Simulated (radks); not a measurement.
**Run report: Pm, atomic calculation**

- system: atomic promethium (Pm) in the configuration [Xe] 4f5 6s2 (4f5/2: 5).
- method: Dirac Kohn-Sham, relativistic LDA (MacDonald-Vosko exchange, VWN5 correlation), spin-unpolarised, spherical densities, finite nucleus (the in-house radial solver radks)

**Log**
```
1s1/2   1   2.0000       -1642.34997318
2s1/2   1   2.0000        -267.26625251
2p1/2   1   2.0000        -253.41652654
2p3/2   1   4.0000        -233.05079558
3s1/2   1   2.0000         -58.28167371
3p1/2   1   2.0000         -52.28329420
3p3/2   1   4.0000         -48.18631647
3d3/2   1   4.0000         -37.66784898
3d5/2   1   6.0000         -36.77513573
4s1/2   1   2.0000         -11.56062483
4p1/2   1   2.0000          -9.27140615
4p3/2   1   4.0000          -8.37138020
4d3/2   1   4.0000          -4.58503070
4d5/2   1   6.0000          -4.42445702
4f5/2   1   5.0000          -0.09391154
4f7/2   1   0.0000          -0.07664758
5s1/2   1   2.0000          -1.53193812
5p1/2   1   2.0000          -0.91718054
5p3/2   1   4.0000          -0.79653558
6s1/2   1   2.0000          -0.13456620
5d3/2   1   0.0000          -0.07554856
5d5/2   1   0.0000          -0.06910100
6p1/2   1   0.0000          -0.05148611
6p3/2   1   0.0000          -0.04449378
Etot -10003.326587729807
Ekin 10780.660055344684
Encl -24467.66801534648
Eh 3889.742762192286
Exc -206.06138992029793
err 4.709199932758172e-09
it 14
```

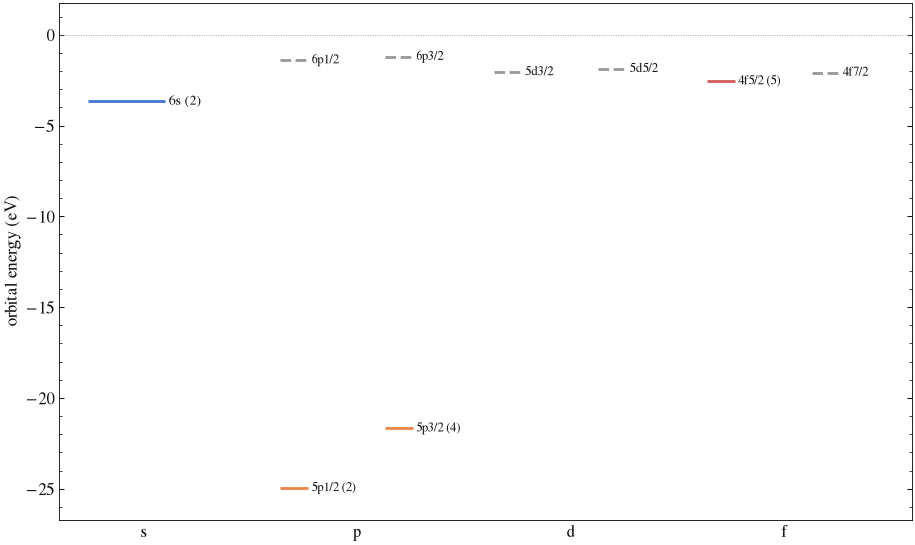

Fig. 1: The outer levels are drawn by angular momentum (occupations in brackets, the lower j at the left of each column, empty levels dashed). The highest occupied level is 4f5/2 at −2.56 eV. From the top down the occupied levels run 4f5/2 (−2.56 eV), 6s (−3.66 eV), 5p3/2 (−21.7 eV), 5p1/2 (−25.0 eV). The lowest empty level drawn is 4f7/2 at −2.09 eV. Spin-orbit splittings: 6p 0.190 eV, 5d 0.175 eV, 4f 0.470 eV, 5p 3.28 eV.

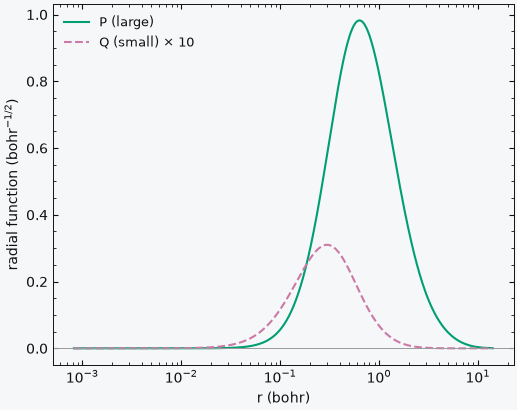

Fig. 2: The large and small radial components of the 4f5/2 spinor. The spinor has κ = 3: the large component has l = 3 and 0 radial nodes, the small one has l = 2. The small component carries 0.040 % of the norm; ⟨r⟩ = 1.06 bohr and the eigenvalue is −2.56 eV.

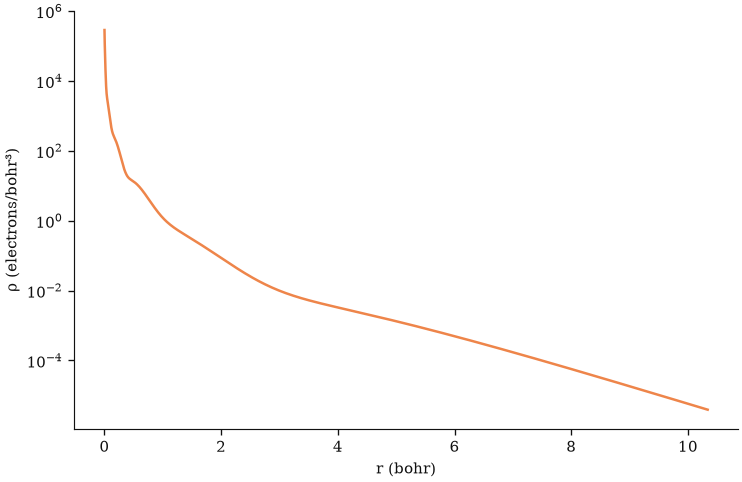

Fig. 3: The electron density ρ(r) on a logarithmic scale. The density falls from 290000 electrons/bohr³ at the inner end (r = 0.00082 bohr) to 0.001 at r = 5.29 bohr, a common measure of the size of an atom or ion. The steps in the slope mark the shells; the radial density has its minima at 0.031, 0.13 and 0.40 bohr.

**Input file**
```
Z 61
configuration [Xe] 4f5 6s2 5d0 6p0
relativity Dirac
functional lda_x_rel,vwn5
spin unpolarised
j_filling energy
nucleus finite rms 4.962 fm
c 137.035999084
```

Energies in input and log are in hartree, lengths in bohr (the nuclear radius in fm).

**Key numbers**

- outcome: converged
- total energy: −10003.3266 hartree
- kinetic energy: 10780.6601 hartree
- electron–nucleus energy: −24467.6680 hartree
- Hartree energy: 3889.7428 hartree
- exchange–correlation energy: −206.061390 hartree
- radius at density 0.001 e/bohr³: 5.29 bohr
- SCF iterations: 14
- hardware: 1 CPU thread, shared host
